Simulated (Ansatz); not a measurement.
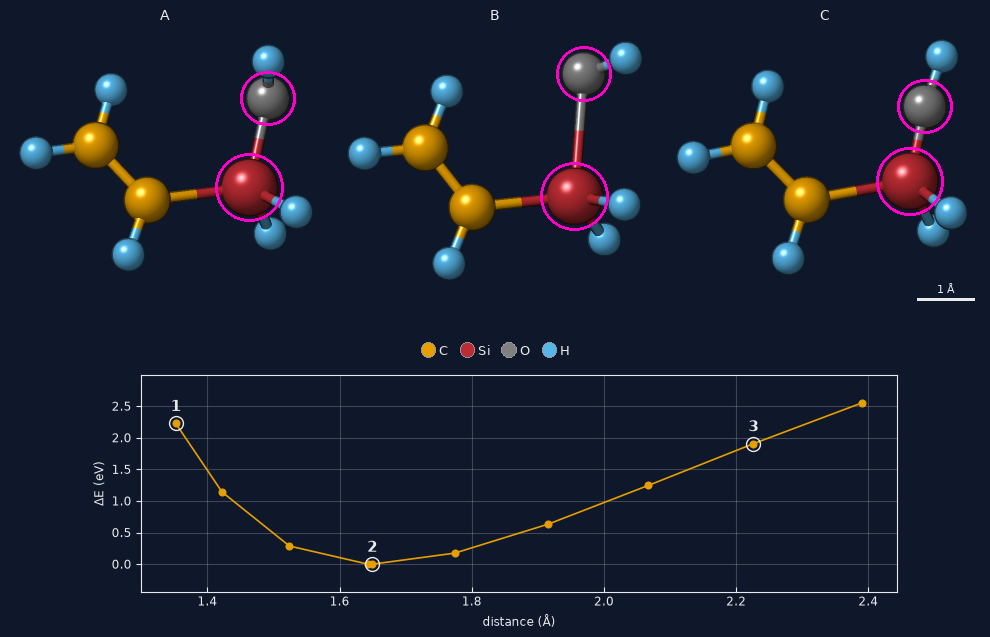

Energy scan for C2H6OSi, in which the Si–O bond length is varied, with all other coordinates relaxed. The frames are shuffled; the numbered points of the plot belong to them. The picture is a ball-and-stick view, seen face on. The ringed atoms are those of the scanned coordinate.

Computed with Ansatz: r2SCAN-D4, basis def2-TZVPP, on geometries relaxed under the constraint at PBE0-D4/def2-TZVP. Energies are counted from the PBE0-D4/def2-TZVP minimum geometry at the same level.

Question: Match the frames to the points.

Answer: Point 1 is frame C (the distance 1.352 Å, 2.228 eV); 2 is frame A (the distance 1.649 Å, 0.000 eV); 3 is frame B (the distance 2.226 Å, 1.906 eV). Of the computed points the lowest is at the distance 1.649 Å, 0.000 eV. The end points stand at 2.228 eV (1.352 Å) and 2.555 eV (2.391 Å). The curvature at the lowest point is about 30 eV/Å² (4.7 mdyn/Å). The well is steeper on the short side, as for any bond.
